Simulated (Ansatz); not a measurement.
## Run report: GaPNH₆Cl, nudged elastic band (part 1 of 2)

- system: GaPNH₆Cl
- method: RHF/def2-SVP (Ansatz 0.2.0)

The run did not end well. One setting was made poor on purpose. It belongs to a series of runs on one base structure; here: band between the two ends.

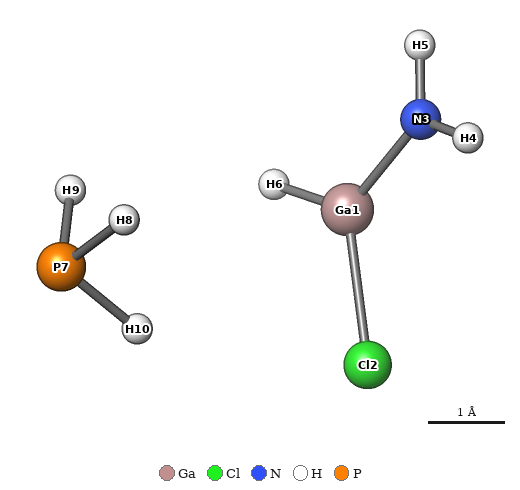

Figure 1. The starting structure (ball-and-stick view, seen at a tilt; atoms are numbered from 1 in the order of the input). Sticks mark near contacts. Bond lengths as drawn: Cl–Ga 2.17 Å, Ga–H 1.55 Å, Ga–N 1.80 Å, H–N 1.00 Å and H–P 1.41 Å.

### The input
```yaml
crystal:
  periodic: [false, false, false]
  atoms:
    - { symbol: Ga, position_ang: [0.154023, -0.401537, -0.347989] }
    - { symbol: Cl, position_ang: [-0.025372, -1.088723, 1.703696] }
    - { symbol: "N", position_ang: [1.808144, -0.524888, -1.052027] }
    - { symbol: H, position_ang: [2.59959, -0.881951, -0.553849] }
    - { symbol: H, position_ang: [2.050994, -0.250753, -1.983339] }
    - { symbol: H, position_ang: [-1.101936, 0.137538, -1.084785] }
    - { symbol: P, position_ang: [0.019267, 3.572431, 1.968088] }
    - { symbol: H, position_ang: [1.409719, 3.394208, 1.790738] }
    - { symbol: H, position_ang: [-0.306005, 3.44369, 0.597784] }
    - { symbol: H, position_ang: [-0.246626, 2.225486, 2.296984] }
basis:
  gaussian: { orbitals: def2-SVP }
hamiltonian:
  xc: hf
neb:
  order_check: false
  images: 3
  f_tol: 0.05
  max_iterations: 60
  climbing: true
  final_atoms:
    - { symbol: Ga, position_ang: [0.28150205, 0.80023224, -0.4486899] }
    - { symbol: Cl, position_ang: [-0.5095463, -0.70843253, 2.80362804] }
    - { symbol: "N", position_ang: [1.83585872, -0.01524433, -0.90890006] }
    - { symbol: H, position_ang: [1.88707097, -0.84910787, -1.46112208] }
    - { symbol: H, position_ang: [2.74215515, 0.2507083, -0.57799598] }
    - { symbol: H, position_ang: [-1.07293551, 0.28505224, -1.04239947] }
    - { symbol: P, position_ang: [0.37815774, 2.63589373, 1.02936557] }
    - { symbol: H, position_ang: [1.59995708, 3.19243354, 0.59276661] }
    - { symbol: H, position_ang: [-0.46682091, 3.50479001, 0.30600986] }
    - { symbol: H, position_ang: [-0.31360098, 0.52917568, 3.04263841] }
  initial_path:
    images:
      - { positions_ang: [[0.154023, -0.401537, -0.347989], [-0.025372, -1.088723, 1.703696], [1.808144, -0.524888, -1.052027], [2.59959, -0.881951, -0.553849], [2.050994, -0.250753, -1.983339], [-1.101936, 0.137538, -1.084785], [0.019267, 3.572431, 1.968088], [1.409719, 3.394208, 1.790738], [-0.306005, 3.44369, 0.597784], [-0.246626, 2.225486, 2.296984]] }
      - { positions_ang: [[0.09020434, -0.20915833, -0.17421307], [-0.01536251, -0.54340355, 2.14649846], [1.75859481, -0.25506866, -0.99858371], [2.39961123, -0.88795182, -0.86912123], [2.09676851, 0.34500828, -1.60403992], [-1.21253535, 0.04188866, -0.94328685], [0.04768938, 3.00930268, 1.3836313], [1.0145736, 2.95124575, 1.9501774], [0.28736803, 3.32926696, 0.25739051], [-0.10511405, 1.84437103, 2.18684811]] }
      - { positions_ang: [[0.02638568, -0.01677966, -0.00043713], [-0.00535301, 0.00191591, 2.58930091], [1.70904562, 0.01475068, -0.94514043], [2.19963246, -0.89395265, -1.18439346], [2.14254302, 0.94076956, -1.22474083], [-1.3231347, -0.05376069, -0.80178869], [0.07611177, 2.44617436, 0.7991746], [0.6194282, 2.5082835, 2.10961679], [0.88074106, 3.21484393, -0.08300297], [0.03639791, 1.46325605, 2.07671221]] }
      - { positions_ang: [[0.15394386, 0.39172629, -0.22456352], [-0.25744966, -0.35325831, 2.69646448], [1.77245217, -0.00024682, -0.92702024], [2.04335172, -0.87153026, -1.32275777], [2.44234908, 0.59573893, -0.9013684], [-1.1980351, 0.11564578, -0.92209408], [0.22713475, 2.54103405, 0.91427009], [1.10969264, 2.85035852, 1.3511917], [0.20696008, 3.35981697, 0.11150344], [-0.13860154, 0.99621586, 2.55967531]] }
      - { positions_ang: [[0.28150205, 0.80023224, -0.4486899], [-0.5095463, -0.70843253, 2.80362804], [1.83585872, -0.01524433, -0.90890006], [1.88707097, -0.84910787, -1.46112208], [2.74215515, 0.2507083, -0.57799598], [-1.07293551, 0.28505224, -1.04239947], [0.37815774, 2.63589373, 1.02936557], [1.59995708, 3.19243354, 0.59276661], [-0.46682091, 3.50479001, 0.30600986], [-0.31360098, 0.52917568, 3.04263841]] }
```

Command:
```bash
ansatz run input.yaml --threads 2 --pin off --max-ram 3072MiB --backend cpu --events-out ev --progress --plain --runs-dir out
```

### Log
```
Engine: ansatz 0.2.0, x86_64-unknown-linux-gnu
Functional definition: HF
  exchange = exact_x
  correlation = 0
1168 factors; integrals over basis functions are off by at most 3.6e-4 eV
mean field evaluation 1: about -75670.4655 eV, gradient 3.4e1 eV
mean field evaluation 2: about -75670.5059 eV, gradient 3.4e1 eV
mean field evaluation 4: about -75673.5607 eV, gradient 3.1e0 eV
mean field evaluation 8: about -75673.6039 eV, gradient 2.1e-1 eV
mean field -75673.60416021 eV, -2780.9536594767 hartree, gradient 6.1e-5 eV, S^2 0.000000; 0 other end points of the search recorded, 0 dependent functions left out
the calculation of the forces begins
reference -75673.60416021 eV, -2780.9536594767 hartree; 38, 38 occupied and 74, 74 virtual orbitals, 1168 factors
1172 factors; integrals over basis functions are off by at most 7.7e-4 eV
mean field evaluation 16: about -75672.5395 eV, gradient 3.1e0 eV
mean field -75672.58809198 eV, -2780.9163196576 hartree, gradient 3.2e-5 eV, S^2 0.000000; 0 other end points of the search recorded, 0 dependent functions left out
[... from here on the field's lines of each further geometry are left out, up to the last ...]
NEB iter   1: max|band force component| = 1.999e1 eV/Å  barrier→ = 6.7591 eV  barrier← = 5.7430 eV  Δτ_max = 0.2000 Å  (184 SCF iters)
NEB iter   2: max|band force component| = 7.161e0 eV/Å  barrier→ = 3.3632 eV  barrier← = 2.3471 eV  Δτ_max = 0.2000 Å  (104 SCF iters)
NEB iter   3: max|band force component| = 3.326e0 eV/Å  barrier→ = 2.7140 eV  barrier← = 1.6979 eV  Δτ_max = 0.2000 Å  (97 SCF iters)
NEB iter   4: max|band force component| = 1.246e0 eV/Å  barrier→ = 2.2861 eV  barrier← = 1.2700 eV  Δτ_max = 0.2000 Å  (94 SCF iters)
NEB iter   5: max|band force component| = 3.950e0 eV/Å  barrier→ = 2.1949 eV  barrier← = 1.1789 eV  Δτ_max = 0.1008 Å  (97 SCF iters)
NEB iter   6: max|band force component| = 9.110e-1 eV/Å  barrier→ = 2.0308 eV  barrier← = 1.0147 eV  Δτ_max = 0.1973 Å  (97 SCF iters)
NEB iter   7: max|band force component| = 9.444e-1 eV/Å  barrier→ = 1.9739 eV  barrier← = 0.9578 eV  Δτ_max = 0.1015 Å  (95 SCF iters)
NEB iter   8: max|band force component| = 6.319e-1 eV/Å  barrier→ = 1.8547 eV  barrier← = 0.8386 eV  Δτ_max = 0.1001 Å  (96 SCF iters)
NEB iter   9: max|band force component| = 3.410e-1 eV/Å  barrier→ = 1.7500 eV  barrier← = 0.7339 eV  CI = image 2  Δτ_max = 0.1010 Å  (99 SCF iters)
NEB iter  10: max|band force component| = 5.066e-1 eV/Å  barrier→ = 1.7461 eV  barrier← = 0.7300 eV  CI = image 2  Δτ_max = 0.0999 Å  (98 SCF iters)
NEB iter  11: max|band force component| = 6.751e-1 eV/Å  barrier→ = 1.7085 eV  barrier← = 0.6924 eV  CI = image 2  Δτ_max = 0.0994 Å  (98 SCF iters)
NEB iter  12: max|band force component| = 7.802e-1 eV/Å  barrier→ = 1.6703 eV  barrier← = 0.6542 eV  CI = image 2  Δτ_max = 0.2000 Å  (90 SCF iters)
NEB iter  13: max|band force component| = 9.251e-1 eV/Å  barrier→ = 1.5889 eV  barrier← = 0.5728 eV  CI = image 2  Δτ_max = 0.2000 Å  (92 SCF iters)
NEB iter  14: max|band force component| = 1.098e0 eV/Å  barrier→ = 1.5260 eV  barrier← = 0.5100 eV  CI = image 2  Δτ_max = 0.1968 Å  (86 SCF iters)
NEB iter  15: max|band force component| = 1.249e0 eV/Å  barrier→ = 1.4830 eV  barrier← = 0.4669 eV  CI = image 2  Δτ_max = 0.1001 Å  (86 SCF iters)
NEB iter  16: max|band force component| = 1.085e0 eV/Å  barrier→ = 1.4840 eV  barrier← = 0.4679 eV  CI = image 2  Δτ_max = 0.1851 Å  (87 SCF iters)
NEB iter  17: max|band force component| = 1.018e0 eV/Å  barrier→ = 1.4763 eV  barrier← = 0.4602 eV  CI = image 2  Δτ_max = 0.1990 Å  (87 SCF iters)
NEB iter  18: max|band force component| = 1.518e0 eV/Å  barrier→ = 1.5222 eV  barrier← = 0.5061 eV  CI = image 2  Δτ_max = 0.1975 Å  (88 SCF iters)
NEB iter  19: max|band force component| = 1.841e0 eV/Å  barrier→ = 1.5375 eV  barrier← = 0.5214 eV  CI = image 2  Δτ_max = 0.1947 Å  (86 SCF iters)
NEB iter  20: max|band force component| = 1.974e0 eV/Å  barrier→ = 1.5637 eV  barrier← = 0.5476 eV  CI = image 2  Δτ_max = 0.1983 Å  (87 SCF iters)
NEB iter  21: max|band force component| = 2.074e0 eV/Å  barrier→ = 1.5565 eV  barrier← = 0.5404 eV  CI = image 2  Δτ_max = 0.1982 Å  (93 SCF iters)
NEB iter  22: max|band force component| = 2.323e0 eV/Å  barrier→ = 1.6127 eV  barrier← = 0.5966 eV  CI = image 2  Δτ_max = 0.2000 Å  (87 SCF iters)
NEB iter  23: max|band force component| = 2.284e0 eV/Å  barrier→ = 1.6397 eV  barrier← = 0.6236 eV  CI = image 2  Δτ_max = 0.2000 Å  (88 SCF iters)
NEB iter  24: max|band force component| = 2.284e0 eV/Å  barrier→ = 1.6745 eV  barrier← = 0.6584 eV  CI = image 2  Δτ_max = 0.2000 Å  (86 SCF iters)
NEB iter  25: max|band force component| = 2.191e0 eV/Å  barrier→ = 1.7053 eV  barrier← = 0.6893 eV  CI = image 2  Δτ_max = 0.1964 Å  (87 SCF iters)
NEB iter  26: max|band force component| = 2.128e0 eV/Å  barrier→ = 1.7816 eV  barrier← = 0.7656 eV  CI = image 2  Δτ_max = 0.1992 Å  (89 SCF iters)
NEB iter  27: max|band force component| = 1.814e0 eV/Å  barrier→ = 1.7004 eV  barrier← = 0.6844 eV  CI = image 2  Δτ_max = 0.1993 Å  (90 SCF iters)
NEB iter  28: max|band force component| = 1.392e0 eV/Å  barrier→ = 1.5432 eV  barrier← = 0.5271 eV  CI = image 2  Δτ_max = 0.2000 Å  (90 SCF iters)
NEB iter  29: max|band force component| = 1.207e0 eV/Å  barrier→ = 1.4867 eV  barrier← = 0.4706 eV  CI = image 2  Δτ_max = 0.1983 Å  (89 SCF iters)
NEB iter  30: max|band force component| = 1.281e0 eV/Å  barrier→ = 1.4357 eV  barrier← = 0.4197 eV  CI = image 2  Δτ_max = 0.1994 Å  (87 SCF iters)
NEB iter  31: max|band force component| = 1.019e0 eV/Å  barrier→ = 1.3522 eV  barrier← = 0.3362 eV  CI = image 2  Δτ_max = 0.1979 Å  (85 SCF iters)
NEB iter  32: max|band force component| = 9.426e-1 eV/Å  barrier→ = 1.2577 eV  barrier← = 0.2417 eV  CI = image 2  Δτ_max = 0.1990 Å  (86 SCF iters)
NEB iter  33: max|band force component| = 1.102e0 eV/Å  barrier→ = 1.2414 eV  barrier← = 0.2253 eV  CI = image 2  Δτ_max = 0.1995 Å  (86 SCF iters)
NEB iter  34: max|band force component| = 1.044e0 eV/Å  barrier→ = 1.2254 eV  barrier← = 0.2094 eV  CI = image 2  Δτ_max = 0.1744 Å  (85 SCF iters)
NEB iter  35: max|band force component| = 8.705e-1 eV/Å  barrier→ = 1.2214 eV  barrier← = 0.2054 eV  CI = image 2  Δτ_max = 0.1962 Å  (87 SCF iters)
NEB iter  36: max|band force component| = 7.548e-1 eV/Å  barrier→ = 1.2012 eV  barrier← = 0.1851 eV  CI = image 2  Δτ_max = 0.2000 Å  (87 SCF iters)
NEB iter  37: max|band force component| = 9.317e-1 eV/Å  barrier→ = 1.2643 eV  barrier← = 0.2482 eV  CI = image 2  Δτ_max = 0.1000 Å  (91 SCF iters)
NEB iter  38: max|band force component| = 7.414e-1 eV/Å  barrier→ = 1.2240 eV  barrier← = 0.2079 eV  CI = image 2  Δτ_max = 0.1941 Å  (81 SCF iters)
NEB iter  39: max|band force component| = 6.571e-1 eV/Å  barrier→ = 1.1973 eV  barrier← = 0.1813 eV  CI = image 2  Δτ_max = 0.1700 Å  (86 SCF iters)
NEB iter  40: max|band force component| = 3.004e-1 eV/Å  barrier→ = 1.1633 eV  barrier← = 0.1473 eV  CI = image 2  Δτ_max = 0.1223 Å  (86 SCF iters)
NEB iter  41: max|band force component| = 4.551e-1 eV/Å  barrier→ = 1.1538 eV  barrier← = 0.1377 eV  CI = image 2  Δτ_max = 0.1344 Å  (80 SCF iters)
NEB iter  42: max|band force component| = 6.348e-1 eV/Å  barrier→ = 1.1857 eV  barrier← = 0.1696 eV  CI = image 2  Δτ_max = 0.0677 Å  (88 SCF iters)
NEB iter  43: max|band force component| = 5.749e-1 eV/Å  barrier→ = 1.1880 eV  barrier← = 0.1719 eV  CI = image 2  Δτ_max = 0.1355 Å  (82 SCF iters)
NEB iter  44: max|band force component| = 5.622e-1 eV/Å  barrier→ = 1.1848 eV  barrier← = 0.1687 eV  CI = image 2  Δτ_max = 0.1357 Å  (85 SCF iters)
NEB iter  45: max|band force component| = 3.857e-1 eV/Å  barrier→ = 1.1636 eV  barrier← = 0.1475 eV  CI = image 2  Δτ_max = 0.2000 Å  (86 SCF iters)
NEB iter  46: max|band force component| = 2.091e-1 eV/Å  barrier→ = 1.1474 eV  barrier← = 0.1313 eV  CI = image 2  Δτ_max = 0.1995 Å  (90 SCF iters)
NEB iter  47: max|band force component| = 2.431e-1 eV/Å  barrier→ = 1.1371 eV  barrier← = 0.1211 eV  CI = image 2  Δτ_max = 0.0488 Å  (93 SCF iters)
NEB iter  48: max|band force component| = 6.152e-2 eV/Å  barrier→ = 1.1327 eV  barrier← = 0.1166 eV  CI = image 2  Δτ_max = 0.1186 Å  (75 SCF iters)
NEB iter  49: max|band force component| = 1.580e-1 eV/Å  barrier→ = 1.1323 eV  barrier← = 0.1162 eV  CI = image 2  Δτ_max = 0.0597 Å  (87 SCF iters)
NEB iter  50: max|band force component| = 1.681e-1 eV/Å  barrier→ = 1.1312 eV  barrier← = 0.1151 eV  CI = image 2  Δτ_max = 0.0598 Å  (80 SCF iters)
NEB iter  51: max|band force component| = 2.012e-1 eV/Å  barrier→ = 1.1343 eV  barrier← = 0.1182 eV  CI = image 2  Δτ_max = 0.1187 Å  (81 SCF iters)
NEB iter  52: max|band force component| = 2.817e-1 eV/Å  barrier→ = 1.1483 eV  barrier← = 0.1322 eV  CI = image 2  Δτ_max = 0.1957 Å  (86 SCF iters)
NEB iter  53: max|band force component| = 4.834e-1 eV/Å  barrier→ = 1.1391 eV  barrier← = 0.1231 eV  CI = image 2  Δτ_max = 0.1974 Å  (88 SCF iters)
NEB iter  54: max|band force component| = 6.657e-1 eV/Å  barrier→ = 1.1674 eV  barrier← = 0.1513 eV  CI = image 2  Δτ_max = 0.1982 Å  (86 SCF iters)
NEB iter  55: max|band force component| = 2.404e-1 eV/Å  barrier→ = 1.1340 eV  barrier← = 0.1179 eV  CI = image 2  Δτ_max = 0.2000 Å  (83 SCF iters)
NEB iter  56: max|band force component| = 5.830e-1 eV/Å  barrier→ = 1.1881 eV  barrier← = 0.1720 eV  CI = image 2  Δτ_max = 0.1364 Å  (84 SCF iters)
NEB iter  57: max|band force component| = 2.391e-1 eV/Å  barrier→ = 1.1507 eV  barrier← = 0.1346 eV  CI = image 2  Δτ_max = 0.1959 Å  (84 SCF iters)
NEB iter  58: max|band force component| = 5.342e-1 eV/Å  barrier→ = 1.1692 eV  barrier← = 0.1531 eV  CI = image 2  Δτ_max = 0.0997 Å  (83 SCF iters)
```
